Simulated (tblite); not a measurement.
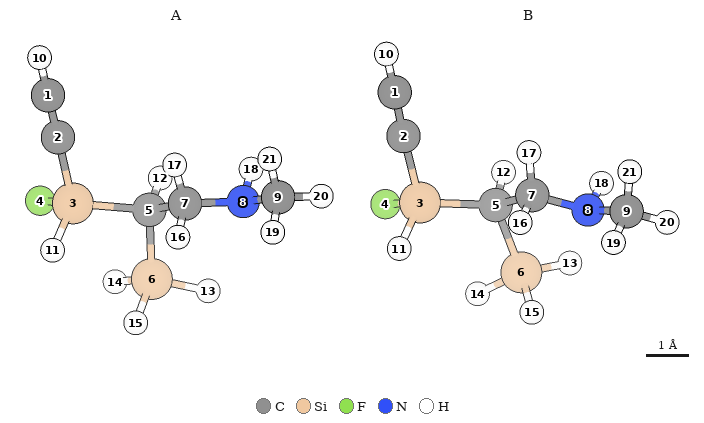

Two geometries of C5H12FNSi2, drawn at one scale. One is the start of a relaxation, the other its converged end. Style: ball-and-stick. Shown from a free direction.

Computed with tblite, GFN2-xTB geometry optimisation, gas phase. 

Question: Which one is relaxed?

Answer: Structure B is the relaxed one. H15 moves most after the best rigid fit: 1.12 Å. Largest moves by element: H 1.12 Å, Si 0.46 Å, C 0.36 Å, N 0.27 Å, F 0.21 Å. Some distances before and after: Si6–N8 3.380 → 2.740 Å, Si3–Si6 2.910 → 3.229 Å, C5–Si6 1.873 → 1.916 Å, C2–Si3 1.893 → 1.851 Å. Among the angles between lasting bonds that change: Si3–C5–Si6 101.0° → 116.1°, Si6–C5–C7 115.6° → 105.5°, F4–Si3–H11 110.1° → 105.2°. Groups turn about C5–C7 by about 20°, C5–Si6 by about 20°. The energy falls by 0.324 eV in 141 geometry steps.
